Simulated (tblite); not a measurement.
# C11H30Ge13: the cost of one run

Programs: tblite 0.8.0 and PySCF 2.14.0, with routines of our own; each step states its level. All values are computed. Atoms count from 0.

## (1) The starting structure

54 atoms, charge 0, multiplicity 1; geometry from: force field, distance geometry or constructed start.

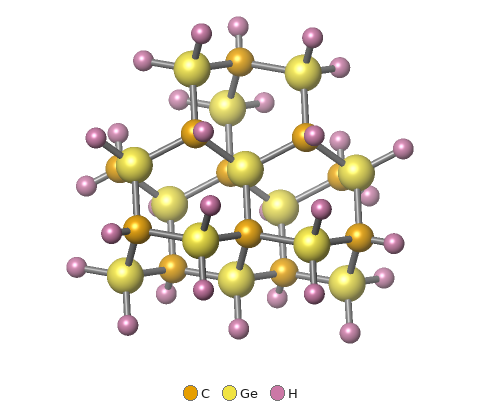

The starting geometry (carbon amber, germanium yellow, hydrogen pink).

## (2) Relaxing the molecule with GFN2-xTB

Job settings and geometry (Å):

```
{"job": {"kind": "relax", "xc": "GFN2-xTB", "basis": "xTB"}, "charge": 0, "multiplicity": 1}
C     -0.961000    -2.441500     1.671500
Ge    -0.969100    -2.437100    -0.330000
C     -2.590500     2.263100    -0.987500
C     -0.966600    -0.553200    -0.994700
Ge    -0.966900    -0.558800    -2.981300
C     -0.969200     3.205900     1.670500
Ge    -0.965800     3.208100    -0.326400
Ge    -2.592300     2.268100     2.340000
C     -2.593000     0.381300     1.672700
Ge    -2.598500     0.382600    -0.321500
Ge    -0.968000    -0.558800     2.336400
C      0.661500    -3.382700    -0.988500
C      2.290500    -2.439000     1.678100
Ge     2.296100    -2.440300    -0.325800
Ge     0.661800    -3.375600     2.338700
C      0.662100     2.266000    -0.982200
Ge     0.664400     2.267300    -2.983800
C      0.662900     0.380000    -3.651100
C      2.293300    -0.555800    -0.986000
Ge     2.296700    -0.556700    -2.982000
Ge     0.661700     2.269200     2.340000
C      0.663100     0.384900     1.672900
Ge     0.667400     0.388000    -0.316500
Ge     2.289700    -0.561900     2.337000
H     -1.855300    -2.950900     2.037300
H     -2.221200    -3.161800    -0.830600
H     -2.595000     2.267700    -2.079200
H     -3.486300     2.779800    -0.624000
H     -0.965300    -1.999700    -3.496700
H     -2.214000     0.164000    -3.491300
H     -0.962300     4.234700     2.035300
H     -0.967800     4.650200    -0.832900
H     -3.846000     2.986700     1.826600
H     -2.593600     2.264100     3.872200
H     -3.484500    -0.128700     2.033100
H     -3.844500    -0.335700    -0.836000
H     -0.966700    -0.557500     3.864400
H      0.664900    -3.378200    -2.081100
H      0.665100    -4.412200    -0.625300
H      3.179100    -2.950100     2.037600
H      3.543000    -3.163200    -0.829300
H      0.669900    -3.386300     3.872200
H      0.668900    -4.822200     1.824900
H      1.556600     2.778700    -0.627000
H     -0.588900     2.988300    -3.492300
H      1.911400     2.988200    -3.498100
H      0.666400     0.383500    -4.740700
H      3.183600    -0.041200    -0.622900
H      2.295500    -1.999700    -3.494500
H      3.545000     0.164300    -3.492700
H      1.912400     2.979300     1.831600
H      0.670600     2.266700     3.868200
H      3.542700     0.163200     1.828600
H      2.290500    -0.559200     3.865500
```

On the command line:

```console
$ OMP_NUM_THREADS=4 python large_run.py task.json out
```

The driver reads the jobs from task.json and runs them one after another.

Q: Estimate the wall time and peak memory of this first job on 4 threads of Arm Neoverse N1, shared host.

About 6.5 s, with a peak of 0.17 GiB.
